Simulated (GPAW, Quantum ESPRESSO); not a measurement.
Consider Y (P6_3/mmc).

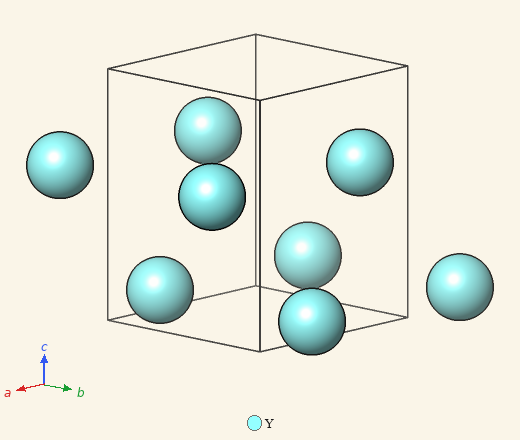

The structure (yttrium teal). 2×2×1 cells are drawn.

```xyz
2
Lattice="3.6474 0.0000 0.0000 -1.8237 3.1587 0.0000 0.0000 0.0000 5.7306" Properties=species:S:1:pos:R:3 pbc="T T T"
Y     1.8237    1.0529    4.2980
Y     0.0000    2.1058    1.4326
```

Absorber: atom 1, with 6 Y at 3.56 Å and 6 Y at 3.65 Å (anticuboctahedral, as in hcp, site symmetry -6m2). Method: Quantum ESPRESSO XSpectra, LDA, excited-electron core hole (neutral cell), 6-atom cell with 6.3 Å between holes, 5×5×5 k points, dipole transitions, Lorentzian half width 0.75 eV.

What does the Y L₃ edge look like?

Main maxima up to 30 eV above the zero (height): 1.2 eV (2.22), 4.0 eV (2.07), 10.5 eV (0.79), 17.2 eV (0.73) and 29.0 eV (0.56). At an L edge the dipole rule selects empty d (and weakly s) states on the absorber, and the strong line at the onset measures the empty part of its d band. 

The Y L₃ spectrum (energy from the energy zero of the input (xe0, at the border of filled and empty states); intensity scaled to a mean of 1 over the first 20 eV; the points at xe0, where the cut of filled states can leave a spike, are interpolated; polarised curves are means over the symmetry-equivalent atoms):

```
E (eV)  isotropic  ε ⊥ c  ε ∥ c
  -2.0       0.22   0.22   0.22
  -0.5       0.68   0.67   0.70
   1.0       2.13   2.07   2.23
   2.5       1.84   1.88   1.75
   4.0       2.07   2.04   2.12
   5.5       1.17   1.17   1.16
   7.0       0.74   0.75   0.74
   8.5       0.71   0.70   0.72
  10.0       0.76   0.77   0.73
  11.5       0.71   0.70   0.73
  13.0       0.51   0.51   0.53
  14.5       0.49   0.49   0.49
  16.0       0.62   0.62   0.62
  17.5       0.71   0.72   0.69
  19.0       0.63   0.64   0.62
  20.5       0.61   0.59   0.65
  22.0       0.63   0.62   0.64
  23.5       0.54   0.55   0.51
  25.0       0.48   0.50   0.46
  26.5       0.51   0.51   0.50
  28.0       0.55   0.53   0.60
  29.5       0.56   0.56   0.56
  31.0       0.56   0.58   0.52
```

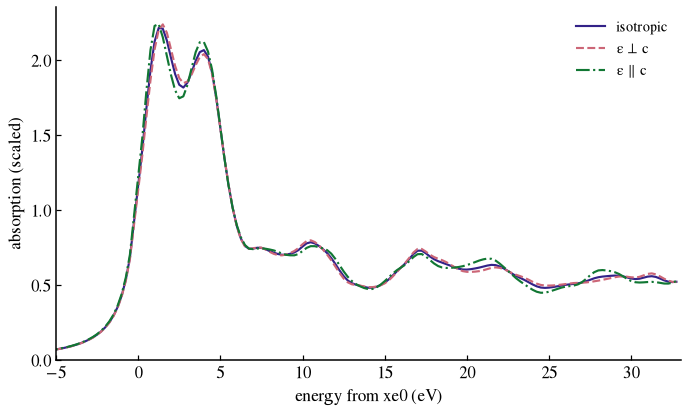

The Y L₃ edge.

Only the L₃ part is meant: spin–orbit coupling of the core level isn't computed and the L₂ copy isn't added. XSpectra leaves a spike where filled states are cut (about half a line width round xe0); it is interpolated away in tables and plots. The holes are only 6.3 Å apart, so the shape is probably not converged with cell size; no larger cell was run here. The structure is a published determination, not relaxed.

[Banner, clock and machine lines of the logs are left out without a mark of their own.]

[Logs are printed without paths, hosts, clocks, repeated set-up lines and the standing remarks that a program may print on its own settings, such as how far it seeks lower states.]

[Hosts, paths, dates, database ids (printed as entryN), source tags and the programs' standing remarks are cut or masked in the printed files.]

[Lists of maxima count a maximum above −3 eV only where it reaches 4 % of the highest in the window and stands out from its surroundings by 2 % of it (1.5 % where it reaches 55 %); shoulders and weaker maxima are passed over, and of the rest the first, up to two pre-edge ones and the few strongest are named.]
